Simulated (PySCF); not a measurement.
# C24H12F6O2: the cost of one run

Computed with PySCF 2.14.0 and routines of our own; the level stands in each step. Atoms count from 0.

### Step 1. The system as given

44 atoms, charge 0, multiplicity 1; geometry from: GFN2-xTB.

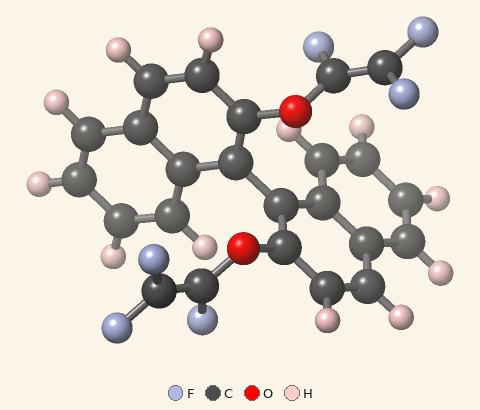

The starting geometry (fluorine light blue, carbon dark grey, oxygen red, hydrogen pink).

### Step 2. Electronic excitations: TDA wB97X-D/def2-SVP in toluene

The job: settings as JSON, then the geometry in Å.

```
{"job": {"kind": "uv", "basis": "def2-SVP", "grid": 1, "kgrid": 0, "vcut": 1.5, "nstates": 8, "ntriplets": 0, "tda": true, "delta": [], "pop": false, "xc": "wB97X-D", "solvent": "toluene", "pol": false}, "charge": 0, "multiplicity": 1}
F     -0.304268     1.511543     5.272405
C     -0.352129     1.954656     4.017959
F     -1.254692     2.920228     3.868545
C      0.413423     1.489499     3.032481
F      1.289250     0.503202     3.293461
O      0.362580     1.936604     1.777285
C      1.210390     1.317742     0.842885
C      2.563928     1.681422     0.792270
C      3.378904     1.107231    -0.140674
C      2.880236     0.148375    -1.046746
C      3.708010    -0.464968    -2.010307
C      3.203782    -1.392541    -2.878236
C      1.847087    -1.747808    -2.823394
C      1.016452    -1.175386    -1.900751
C      1.509183    -0.216595    -0.990454
C      0.676136     0.389276    -0.016982
C     -0.772147     0.090381     0.066280
C     -1.654333     0.896227    -0.611474
O     -1.145176     1.964226    -1.369827
C     -1.070255     1.790941    -2.689837
F     -1.514268     0.618986    -3.177116
C     -0.577994     2.698429    -3.531069
F     -0.502567     2.530111    -4.849598
F     -0.106132     3.884223    -3.155943
C     -3.041370     0.699511    -0.542527
C     -3.537895    -0.315127     0.224511
C     -2.675373    -1.171502     0.940138
C     -3.167353    -2.232237     1.729457
C     -2.313067    -3.050904     2.413396
C     -0.926756    -2.843831     2.342102
C     -0.414728    -1.827011     1.585148
C     -1.271984    -0.967831     0.865771
H      2.933064     2.417384     1.489421
H      4.421669     1.379947    -0.197127
H      4.750951    -0.186751    -2.045013
H      3.845099    -1.860938    -3.610139
H      1.462126    -2.479681    -3.517070
H     -0.026945    -1.451004    -1.856269
H     -3.691132     1.362102    -1.093201
H     -4.602845    -0.477197     0.293527
H     -4.235444    -2.385042     1.778210
H     -2.697886    -3.863452     3.011897
H     -0.264530    -3.496466     2.890141
H      0.652304    -1.669585     1.527673
```

Method: TDA wB97X-D/def2-SVP, vertical, IEF-PCM toluene (non-equilibrium linear response), core orbitals frozen in the response, virtual orbitals cut by energy.

Started as:

```
> OMP_NUM_THREADS=2 python large_run.py task.json out
```

The driver reads the jobs from task.json and runs them one after another.

**Question.** How long does this job take on 2 threads of Arm Neoverse N1, shared host, and how much memory does it need?

About 4 min, with a peak of 1.7 GiB.
